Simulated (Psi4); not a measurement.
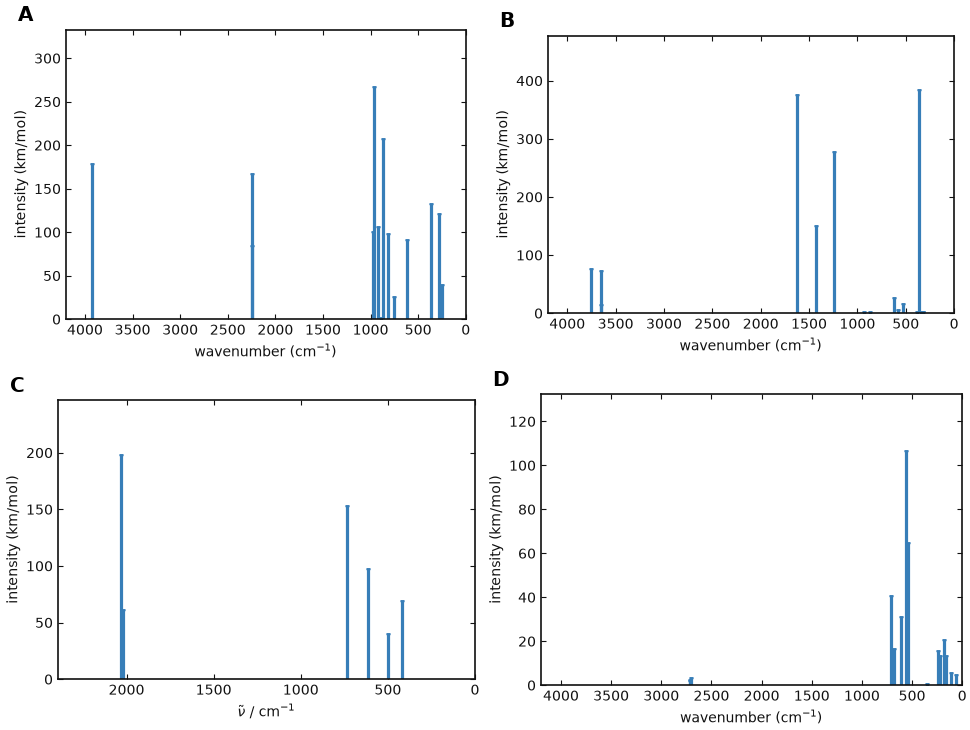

Unscaled harmonic wavenumbers and double-harmonic intensities, PBE0/def2-TZVP (dispersion D4) with Psi4, at a geometry relaxed at this level, isolated molecule. Modes within 2 cm⁻¹ of each other count as one line, with their intensities summed.

**Assign the panels.**
1. BN₂H₄Cl, SMILES NB(N)Cl
2. GaH₂Cl, SMILES [Cl][GaH2], singlet
3. AlH₃S₃, SMILES [SH][Al]([SH])[SH], singlet
4. SiH₄O₂, SMILES O[SiH2]O

A: 4 (most intense lines at 967.9, 871.8 and 3921.5 cm⁻¹)
B: 1 (most intense lines at 361.4, 1628.8 and 1242.5 cm⁻¹)
C: 2 (most intense lines at 2029.5, 732.8 and 616.2 cm⁻¹)
D: 3 (most intense lines at 558.6, 537.6 and 708.0 cm⁻¹)
